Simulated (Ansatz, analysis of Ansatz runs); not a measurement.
# MnGa2S4 (I-4): does an added hole stay on Mn?, part 2 of 2

Question: does an added hole stay on the Mn atom where it is started in MnGa2S4 (I-4), and if so, how high is the barrier for a hop to another Mn site nearby? Model: a cell of 56 host atoms.

Ansatz 0.2.0; plane-wave PAW DFT, PBEsol+U; relaxation of all atoms of a supercell at fixed charge in a uniform background; PAW set soft_1.

So far. Step 2 (The cell without the carrier): The largest displacement from an ideal site is 0.014 Å.

## 3. The hole on the first site

The nearest neighbour or neighbours of the site start displaced and the site's starting moment is changed by the carrier's spin, since a carrier doesn't trap itself in the undistorted lattice.

Input file A.relax/input.yaml:

```yaml
crystal:
  lattice:
    - [-5.44695024, 5.44695024, 10.20125981]
    - [5.44695024, -5.44695024, 10.20125981]
    - [5.44695024, 5.44695024, -10.20125981]
  atoms:
    - { symbol: Mn, position: [0.12412, 0.374701, 0.24942], spin: 5.0 }
    - { symbol: Ga, position: [0.374325, 0.124837, 0.249183] }
    - { symbol: Ga, position: [0.249404, 0.249927, -0.000718] }
    - { symbol: S, position: [0.187398, 0.440766, 0.012505] }
    - { symbol: S, position: [0.058393, 0.071926, 0.246041] }
    - { symbol: S, position: [0.324415, 0.311883, 0.252055] }
    - { symbol: S, position: [0.426868, 0.174164, 0.485713] }
    - { symbol: Mn, position: [0.124612, 0.374792, 0.749315], spin: 5.0 }
    - { symbol: Ga, position: [0.374664, 0.12427, 0.749487] }
    - { symbol: Ga, position: [0.249301, 0.249433, 0.499277] }
    - { symbol: S, position: [0.18737, 0.440521, 0.512848] }
    - { symbol: S, position: [0.058706, 0.072144, 0.746128] }
    - { symbol: S, position: [0.324744, 0.311271, 0.752115] }
    - { symbol: S, position: [0.43539, 0.182573, 0.997226] }
    - { symbol: Mn, position: [0.124357, 0.874613, 0.249309], spin: 5.0 }
    - { symbol: Ga, position: [0.374494, 0.624953, 0.249353] }
    - { symbol: Ga, position: [0.249365, 0.749731, -0.000856] }
    - { symbol: S, position: [0.187226, 0.940615, 0.012393] }
    - { symbol: S, position: [0.058317, 0.571822, 0.245677] }
    - { symbol: S, position: [0.324774, 0.812027, 0.252286] }
    - { symbol: S, position: [0.427075, 0.674048, 0.485711] }
    - { symbol: Mn, position: [0.124871, 0.874779, 0.749437], spin: 5.0 }
    - { symbol: Ga, position: [0.374513, 0.624422, 0.749226] }
    - { symbol: Ga, position: [0.249326, 0.749139, 0.498907] }
    - { symbol: S, position: [0.187502, 0.940233, 0.512579] }
    - { symbol: S, position: [0.058515, 0.572065, 0.746126] }
    - { symbol: S, position: [0.325088, 0.811528, 0.752212] }
    - { symbol: S, position: [0.426941, 0.673863, 0.985821] }
    - { symbol: Mn, position: [0.624488, 0.375091, 0.249124], spin: 4.0 }
    - { symbol: Ga, position: [0.874331, 0.124554, 0.249143] }
    - { symbol: Ga, position: [0.749581, 0.249554, -0.000829] }
    - { symbol: S, position: [0.687444, 0.440503, 0.012585] }
    - { symbol: S, position: [0.558337, 0.071905, 0.245865] }
    - { symbol: S, position: [0.816798, 0.314439, 0.252259] }
    - { symbol: S, position: [0.927152, 0.174334, 0.486043] }
    - { symbol: Mn, position: [0.624254, 0.374362, 0.749099], spin: 5.0 }
    - { symbol: Ga, position: [0.874725, 0.124904, 0.749336] }
    - { symbol: Ga, position: [0.749257, 0.24945, 0.498907] }
    - { symbol: S, position: [0.684579, 0.437695, 0.501306] }
    - { symbol: S, position: [0.558635, 0.071937, 0.746239] }
    - { symbol: S, position: [0.824819, 0.311934, 0.752202] }
    - { symbol: S, position: [0.927073, 0.173964, 0.985669] }
    - { symbol: Mn, position: [0.624058, 0.87438, 0.248749], spin: 5.0 }
    - { symbol: Ga, position: [0.874385, 0.624832, 0.249159] }
    - { symbol: Ga, position: [0.749334, 0.749661, -0.000851] }
    - { symbol: S, position: [0.687074, 0.94058, 0.012394] }
    - { symbol: S, position: [0.561196, 0.564257, 0.246071] }
    - { symbol: S, position: [0.824766, 0.812014, 0.252306] }
    - { symbol: S, position: [0.927328, 0.674364, 0.486097] }
    - { symbol: Mn, position: [0.624564, 0.87447, 0.749146], spin: 5.0 }
    - { symbol: Ga, position: [0.874394, 0.624451, 0.749019] }
    - { symbol: Ga, position: [0.74972, 0.749863, 0.499259] }
    - { symbol: S, position: [0.687572, 0.940816, 0.51265] }
    - { symbol: S, position: [0.5586, 0.571856, 0.746222] }
    - { symbol: S, position: [0.824928, 0.811614, 0.752119] }
    - { symbol: S, position: [0.926934, 0.67422, 0.985783] }
total_charge: 1
basis:
  ecutwfc: 420
  xc_grid: 2
hamiltonian:
  xc: pbesol
  hubbard:
    sites: [{ species: Mn, l: d, u_eff: 5.0 }]
    projectors: ortho-atomic
  pseudopotentials: { kind: paw, azcp: { folder: soft_1 }, xc_functional: pbe }
kpoints:
  mp_grid: { grid: [1, 1, 1] }
magnetization:
  spin_polarized: true
  initial_magnetization: 39
  spin_locking: { lock_magnetization: hard }
scf:
  occupations: { method: fermi_dirac, width: 0.01 }
  max_iter: 120
  lower_state_search: "off"
output:
  forces: true
relax:
  f_tol: 0.015
  max_steps: 70
  escape_saddle: false
checkpoint:
  write: "../A.relax.run"
  compress: false
  write_wavefunctions: true
  write_every: 100000
```

Command:

```sh
$ ansatz run input.yaml --threads 4 --pin off --max-ram 17899MiB --backend cpu --events-out ev --progress --plain --runs-dir out
```

Numbers of over 12 decimals in the logs are rounded to 6 here.

The program printed:

```text
[...]
Crystal: 56 atoms, lattice volume = 1210.656 Å³
Basis set: ecut = 420 eV, 23695 PW (Γ), exchange–correlation on 180×180×180 points (8 copies of the dense FFT grid, shifted against one another)
Bands: 335, of which v1, the nominal top of the filled ones, is band 260 counted from 1 (259 counted from 0)
Symmetry: 1 space group operations
[...]
k-points: 1
[...]
Starting moments: Σ|m| = 39 μB on 8 of 56 sites
[...]
SCF iter   1: F=—  HF=-119193.006340 eV  |F-HF|=—  |Δ(HF+E_count)|=         —  Δρ=2.72e-2 (↑2.26e-2 ↓2.72e-2)  dr2=2.91e1  dr2_m=1.18e0  M=39.000 μB ∫|m|=39.377 μB  β_m=0.30  ethr=3.10e-3  ⟨swp⟩=6.0  Hψ=2606  notcnv=0  defer=64
[...]
SCF iter  10: F=-119190.205126 eV  HF=-119190.205128 eV  |F-HF|=2.71e-6  |Δ(HF+E_count)|=   1.07e-5  Δρ=1.39e-5 (↑1.39e-5 ↓6.83e-6)  dr2=4.04e-6  dr2_m=3.15e-7  M=39.000 μB ∫|m|=40.274 μB  ethr=1.08e-9  ⟨swp⟩=4.5  Hψ=2152  notcnv=0
SCF 1 converged in 10 iterations: F = -119190.205126 eV  dr2 = 4.04e-6
[...]
relax step   1: F+E_penalty+E_count = -119190.20512556 eV  Δ(F+E_penalty+E_count) = +0.000e0 eV  max|allowed force component| = 7.520e-1 eV/Å  Δτ_max = 0.0000 Å  (10 SCF iters, dr2 threshold 5.63e-6 eV, accepted)
[...]
relax step   2: F+E_penalty+E_count = -119190.36586987 eV  Δ(F+E_penalty+E_count) = -1.607e-1 eV  max|allowed force component| = 2.369e-1 eV/Å  Δτ_max = 0.0646 Å  (5 SCF iters, dr2 threshold 3.53e-5 eV, accepted)
relax step   3: F+E_penalty+E_count = -119190.39519722 eV  Δ(F+E_penalty+E_count) = -2.933e-2 eV  max|allowed force component| = 1.260e-2 eV/Å  Δτ_max = 0.0439 Å  (6 SCF iters, dr2 threshold 3.51e-6 eV, accepted)
[...]
SCF iter   3: F=-119190.395197 eV  HF=-119190.395197 eV  |F-HF|=5.65e-9  |Δ(HF+E_count)|=   2.93e-7  Δρ=1.01e-6 (↑1.01e-6 ↓6.76e-7)  dr2=3.61e-8  dr2_m=1.09e-9  M=39.000 μB ∫|m|=40.396 μB  ethr=1.93e-11  ⟨swp⟩=2.0  Hψ=2117  notcnv=0
SCF 4 converged in 3 iterations: F = -119190.395197 eV  dr2 = 3.61e-8
relax step   4: F+E_penalty+E_count = -119190.39519733 eV  Δ(F+E_penalty+E_count) = -1.102e-7 eV  max|allowed force component| = 1.260e-2 eV/Å  Δτ_max = 0.0000 Å  (3 SCF iters, accepted)
NSCF: frozen V_eff on 1 k-points
[...]
SCF converged after 3 iterations
Magnetization: 39.0000 μB (279.0000 up, 240.0000 down)
Absolute magnetization: 40.3791 μB (∫|ρ↑−ρ↓|, with the PAW one-centre terms)
[...]
Per-site moments (μB) at R_I (Å): [(4.352681, 1.010474), (0.00939754, 0.943007), (0.010151, 0.941410), [... 53 left out ...]
Free energy (F): -119190.395197 eV
[...]
Internal energy: -119190.380611 eV  (E = F + TS)
E sigma→0 (E₀):  -119190.387904 eV
Entropy (-TS):   -0.014587 eV (-0.260 meV/atom)
Fermi energy:    5.442279 (↑ 5.442279, ↓ 6.435286) eV
[...]
--- Forces (eV/Å), atoms counted from 1 ---
  atom   1  Mn     0.00044518    -0.00136064     0.00200238
  atom   2  Ga    -0.00036424     0.00064963    -0.00051609
  [... 6 atoms left out ...]
  atom   9  Ga     0.00521873    -0.00426730    -0.00222398
  [... 4 atoms left out ...]
  atom  14  S     -0.00323314     0.00020942     0.00963586
  [... 14 atoms left out ...]
  atom  29  Mn    -0.00080920     0.00018878    -0.00045156
  atom  30  Ga    -0.00330805    -0.00484705     0.00307923
  atom  31  Ga    -0.00413474    -0.00214920    -0.00060210
  [... 1 atom left out ...]
  atom  33  S      0.00082329     0.00336758    -0.01131433
  atom  34  S      0.00110578     0.00374826    -0.00957605
  [... 5 atoms left out ...]
  atom  40  S      0.00252168     0.00491741    -0.00902683
  [... 5 atoms left out ...]
  atom  46  S      0.00110232     0.00267619     0.01104920
  [... 3 atoms left out ...]
  atom  50  Mn    -0.00020401    -0.00074490    -0.00094964
  [... 6 atoms left out ...]
  max |Σ_I F_I| component: 3.67e-6 eV/Å
--- Band table (eV) ---
[...]
Occupation matrices written to <dir>
--- Relaxed structure (4 steps of the walk, 4 accepted, 0 SCFs on fresh bases) ---
  F+E_penalty+E_count = -119190.39519733 eV   max|allowed force component| = 1.260e-2 eV/Å
  atoms:
    - { symbol: Mn, position: [0.124486, 0.374692, 0.249309] }
    - { symbol: Ga, position: [0.374351, 0.124600, 0.249175] }
    [... 6 atoms left out ...]
    - { symbol: Ga, position: [0.374523, 0.124585, 0.749171] }
    [... 4 atoms left out ...]
    - { symbol: S, position: [0.427366, 0.173965, 0.986234] }
    [... 14 atoms left out ...]
    - { symbol: Mn, position: [0.624477, 0.374733, 0.249200] }
    - { symbol: Ga, position: [0.874386, 0.124524, 0.249201] }
    - { symbol: Ga, position: [0.749450, 0.249683, -0.000802] }
    [... 1 atom left out ...]
    - { symbol: S, position: [0.558332, 0.071709, 0.245269] }
    - { symbol: S, position: [0.825181, 0.312262, 0.252754] }
    [... 5 atoms left out ...]
    - { symbol: S, position: [0.558475, 0.071766, 0.745289] }
    [... 5 atoms left out ...]
    - { symbol: S, position: [0.686532, 0.940483, 0.012044] }
    [... 3 atoms left out ...]
    - { symbol: Mn, position: [0.624553, 0.874726, 0.749183] }
    [... 6 atoms left out ...]
```

Run time: 92 s. Hardware: 4 threads of Arm Neoverse V1, shared host; peak memory 2.7 GiB.

Relaxation path:

```csv
step,energy less that of the first step (eV),largest force component (eV/Å)
1,0.0000,0.7520
2,-0.1607,0.2369
3,-0.1901,0.0126
4,-0.1901,0.0126
```

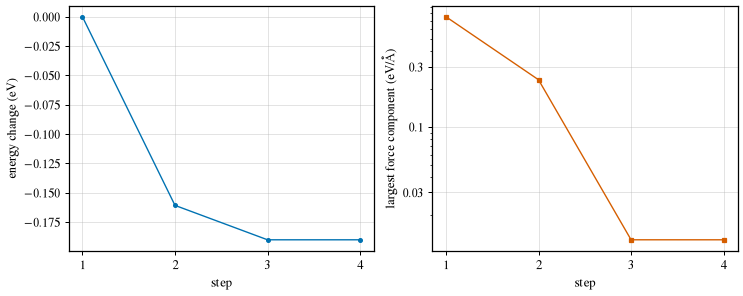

Energy and largest force along the relaxation.

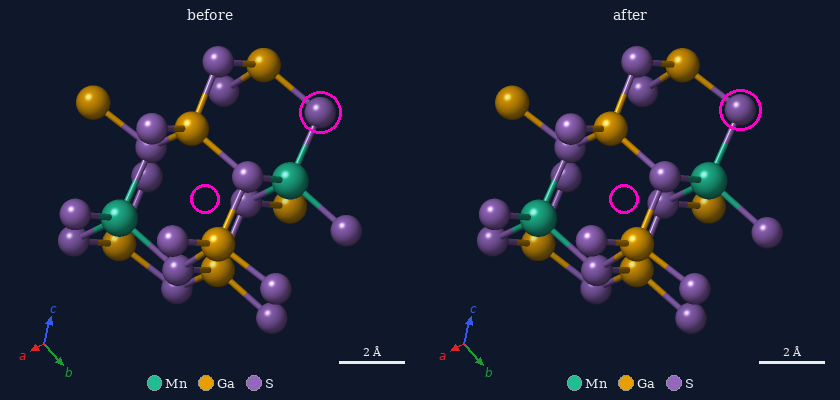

Before and after: the atoms that start within 5 Å of the centre. S39, which moves most, is ringed if it is among them. A ring with no atom in it marks the empty centre.

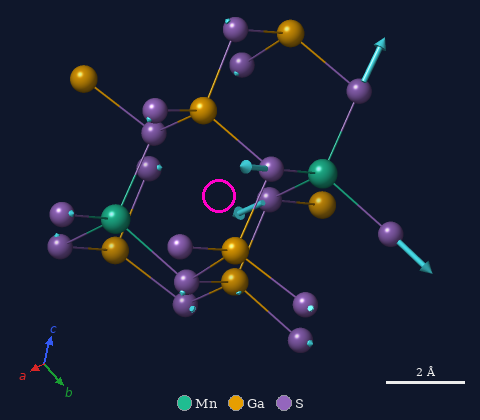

Displacements in the relaxation near the centre, exaggerated; the longest in the cell stands for 0.10 Å. A ring marks the centre wherever it is empty.

The atoms that moved most (Å):

```csv
atom,dx,dy,dz,length
S39,0.063,0.055,-0.060,0.103
S14,-0.063,-0.057,-0.058,0.102
S34,-0.055,0.060,0.058,0.100
S47,0.053,-0.058,0.055,0.096
S13,0.008,0.000,0.008,0.011
S6,0.004,0.008,0.005,0.010
S54,-0.006,-0.006,0.006,0.010
S4,0.003,-0.005,-0.008,0.010
```

The moves above count from the input, in which the site's nearest neighbours were already displaced; the distances below compare with the cell without the carrier.

Distances from Mn29 without and with the hole:

```csv
atom,without (Å),with (Å)
S47,2.45,2.45
S39,2.45,2.45
S34,2.45,2.45
S14,2.45,2.45
```

The largest changes of the moments are -0.02 μB on S6, -0.02 μB on S54 and -0.02 μB on S39. The carrier did not stay on the chosen site.

## 4. What came out

| Item | Value |
| --- | --- |
| carrier trapped on the chosen site | no |
| size of the moment change on that site | 0.01 μB |

What this shows: With PBEsol+U (5 eV) (Mn d 5.0 eV) the hole does not stay on the chosen Mn atom: it is spread over more than 30 atoms in effect, so no hop between such sites was computed. The magnetic order was assumed and need not be the ground state; parallel spins on neighbours help a carrier to spread. The search for lower electronic states was switched off. Another U, a hybrid or another start may give another answer. What this leaves open: sampling at the zone centre alone can move energies of charged and open-shell states by tenths of an eV or more in cells of this size; gap and trapping depend on the U chosen (Mn d 5.0 eV).

[Logs are printed without paths, hosts, clocks, repeated set-up lines and the standing remarks that a program may print on its own settings, such as how far it seeks lower states.]

[Hosts, paths, dates, database ids (printed as entryN), source tags and the programs' standing remarks are cut or masked in the printed files.]
